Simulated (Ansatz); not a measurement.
Cl2H2OSSn···H2O

Input

```
crystal:
  periodic: [false, false, false]
  atoms:
    - { symbol: Sn, position_ang: [0.0, 0.0, 0.0] }
    - { symbol: O, position_ang: [0.0, 0.0, 2.31] }
    - { symbol: H, position_ang: [-0.9095, -0.2814, 2.6471] }
    - { symbol: O, position_ang: [1.8483, 0.0, -0.6527] }
    - { symbol: H, position_ang: [2.1646, -0.9521, -0.7693] }
    - { symbol: Cl, position_ang: [-1.1351, 1.9666, -0.8025] }
    - { symbol: Cl, position_ang: [-1.1351, -1.9666, -0.8025] }
    - { symbol: S, position_ang: [1.0272, 2.3887, 0.864] }
    - { symbol: H, position_ang: [2.1236, 2.1505, 1.7012] }
    - { symbol: H, position_ang: [0.5262, 1.2238, 2.0831] }
basis:
  gaussian: { orbitals: def2-SVP }
hamiltonian:
  xc: hf
relax:
  f_tol: 0.15
  max_steps: 25
  restrain:
    - { distance: [0, 7], at: 2.44, k: 30.0 }
    - { distance: [9, 1], at: 1.01, k: 30.0 }
    - { distance: [0, 1], at: 3.16, k: 30.0 }
    - { distance: [9, 7], at: 2.6, k: 30.0 }
output:
  orbitals: {}
```

Launched as:

```sh
ansatz run input.yaml --threads 2 --pin off --max-ram 3072MiB --backend cpu --events-out ev --progress --plain --runs-dir out
```

The fields are those of the run's last geometry, not of the input's.

Core potentials replace the inner electrons of Sn; not at a stationary point (largest force 1.4 eV/Å).

Computed with RHF/def2-SVP (Ansatz 0.2.0).

Q: Predict the electron density and electron localisation function between the atoms.

A: Sn1···O2 (3.16 Å): the density falls to about 0.06 e/Å³ on the way; the ELF dips to about 0 between them.
Sn–O (1.93 Å): the density is about 0.81 e/Å³ at the midpoint; the ELF peaks at about 0.85 in the valence shell of O, 0.6 Å from its nucleus, and drops to about 0.15 between the two atoms.
Sn–Cl (2.34 Å): ρ at the midpoint is about 0.55 e/Å³; the ELF peaks at about 0.85 in the valence shell of Cl, 0.8 Å from its nucleus, and drops to about 0.15 between the two atoms.

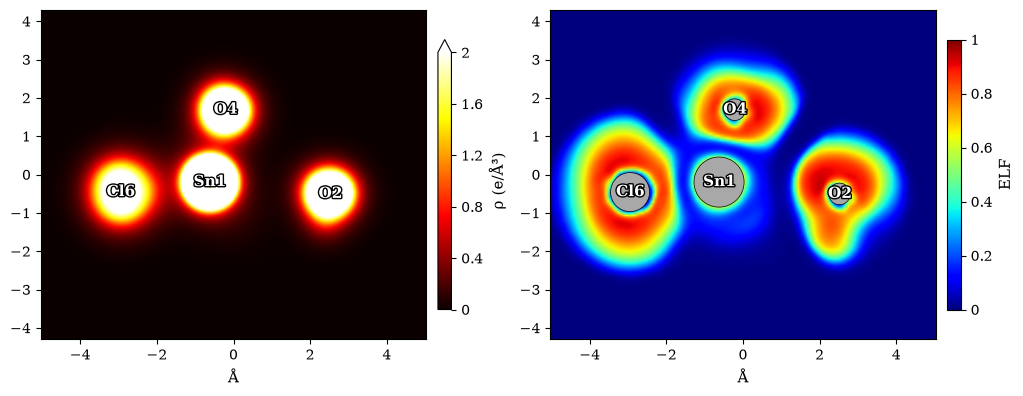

Computed electron density and electron localisation function on the plane of atoms O4, Sn1 and Cl6, in this order. Grey discs cover the atomic cores in the ELF map. 
